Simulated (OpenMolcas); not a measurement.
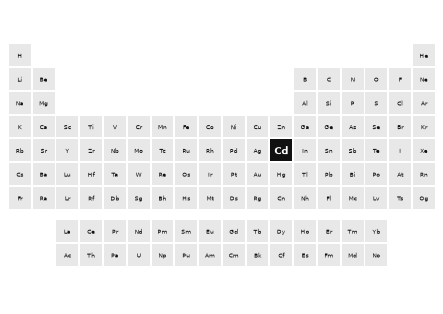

*The place of cadmium in the periodic table.*

**Multiconfigurational calculation for Cd**

Cd. Level asked for: state-averaged MS-CASPT2, IPEA shift 0.25, imaginary shift 0.1 hartree, semicore shells correlated, active space 2 electrons in the shells 5s 5p 6s 6p, basis ANO-R3, X2C scalar Hamiltonian, spin-orbit coupling by RASSI with atomic mean-field integrals (OpenMolcas).

**Outcome**

| quantity | value |
| --- | --- |
| outcome | refused by the program |
| hardware | 1 thread of Arm Neoverse V1, 112 GiB of memory available, shared host |

**Diagnosis**

This input holds a deliberate fault: too many frozen. The program refused the input; the driver noted: spin 3 odd left out: above the window. Limits: multiplicity 1 odd left out: above the window; CASPT2 multiplicity 1: _RC_INPUT_ERROR_.

**Input file**
```
&GATEWAY
Coord
1

Cd 0.0 0.0 0.0
Basis=ANO-R3
Group=XYZ
NoMove
AngMom=0.0 0.0 0.0
AMFI
&SEWARD
&RASSCF
FileOrb=start.orb
Symmetry=1
Spin=3
nActEl=2 0 0
Inactive=14 9
Ras2=1 3
CIRoot=3 3 1
SDav=3
CIMx=300
Iter=120 100
PrWF=0.3
OrbListing=Nothing
MaxOrb=0
Atom
>>> COPY $Project.JobIph JOBPRE
&RASSCF
FileOrb=start.orb
Symmetry=1
Spin=3
nActEl=2 0 0
Inactive=14 9
Ras2=2 6
CIRoot=1 1 1
SDav=16
CIMx=300
Iter=120 100
PrWF=0.3
OrbListing=Nothing
MaxOrb=0
Atom
>>> COPY $Project.JobIph JOB001
&RASSCF
FileOrb=start.orb
Symmetry=1
Spin=1
nActEl=2 0 0
Inactive=14 9
Ras2=2 6
CIRoot=1 1 1
SDav=24
CIMx=300
Iter=120 100
PrWF=0.3
OrbListing=Nothing
MaxOrb=0
Atom
>>> COPY $Project.JobIph JOB002
&RASSI
NrOfJobIphs=1 1
1
IphNames
JOB002
EJob
SpinOrbit
DIPRint=1.0
SOCoupling=1000.0
Subsets=2
MEES
Property=10
'ANGMOM' 1 'ANGMOM' 2 'ANGMOM' 3 'MLTPL  1' 1 'MLTPL  1' 2 'MLTPL  1' 3
'AMFI' 1 'AMFI' 2 'AMFI' 3 'MLTPL  2' 6
SOProperty=3
'ANGMOM' 1 'ANGMOM' 2 'ANGMOM' 3
>>> COPY JOB002 $Project.JobIph
&CASPT2
Multistate=1 1
Frozen=29 29
IPEA=0.25
Imaginary=0.1
MaxIter=60
WThr=0.0 0.3 0.05
PrWF=0.5
NoMix
```

The file start.orb holds starting orbitals from an earlier step.

Command:
```bash
OMP_NUM_THREADS=1 MOLCAS_MEM=2252 MOLCAS_PROJECT=a pymolcas a.inp > a.log  # once for each step of the input, in one work folder
```

**Output (extracts)**
```
|       MOLCAS_SOURCE = [file]
  |    MOLCAS_STRUCTURE = 0
  |
   ------------------------------------------------------------------------------------------
++ ---------   Input file   ---------
>>> COPY JOB002 $Project.JobIph
&CASPT2
Multistate=1 1
Frozen=29 29
IPEA=0.25
Imaginary=0.1
MaxIter=60
WThr=0.0 0.3 0.05
PrWF=0.5
NoMix
-- ----------------------------------
>>> COPY JOB002 a.JobIph
*** symbolic link created: INPORB -> a.RasOrb
--- Start Module: caspt2 at  ---
()()()()()()()()()()()()()()()()()()()()()()()()()()()()()()()()()()()()()()()()()()()()()()()()()()
                                              &CASPT2
                                   only a single process is used
                       available to each process: 2.3 GB of memory, 1 thread
()()()()()()()()()()()()()()()()()()()()()()()()()()()()()()()()()()()()()()()()()()()()()()()()()()
 ###    WARNING: User changed nr of frozen orbitals.                         ###
 ###    ERROR: Too many frozen orbitals!                                     ###
--- Stop Module: caspt2 at  /rc=_RC_INPUT_ERROR_ ---
.####################.
.# User input error #.
.####################.
```
